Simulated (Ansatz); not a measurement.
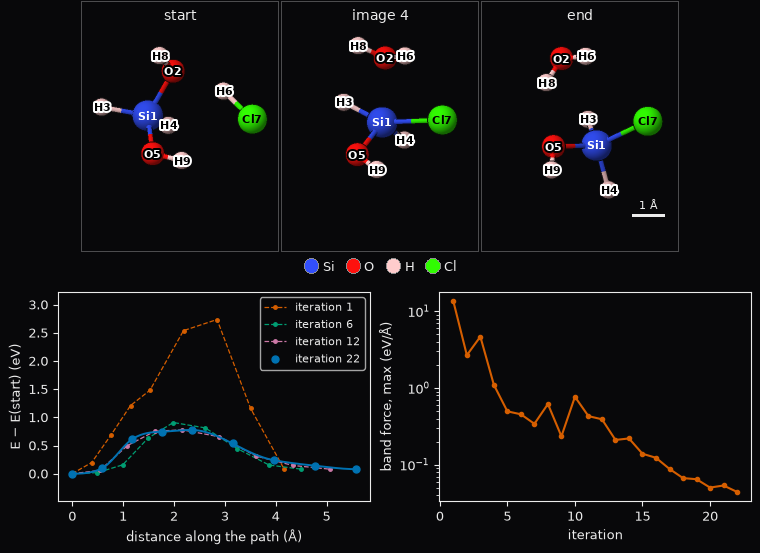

A search for the minimum-energy path of SiH5O2Cl by the nudged elastic band. Images are numbered from 0 (start) to 8 (end). The plot follows the band through its iterations. The picture is a ball-and-stick view, seen at a tilt.

These are results of UKS PBE0/def2-SVP in Ansatz 0.2.0, not measurements. Run with 7 movable images; climbing image; force threshold 0.05 eV/Å; iteration limit 60; starting path through a guess of the saddle point.

> How did the profile develop, and is the result final?

The run is converged, with reservations. The band converged in 22 iterations. The largest component of the band force went from 13 to 0.044 eV/Å. The climbing image converged on the top of the path. Its vibrational analysis gives 2 imaginary modes over 30i cm⁻¹, so it isn't confirmed as a transition state. The first iteration put the highest image at 2.74 eV. The energy climbs by 0.78 eV to image 4 and then falls by 0.70 eV, so the end point sits at +0.08 eV.

Cost: 2.4 min on 2 threads of AMD EPYC 9R45 96-Core Processor (Zen 5), with other jobs on the host, peak memory 0.27 GiB.
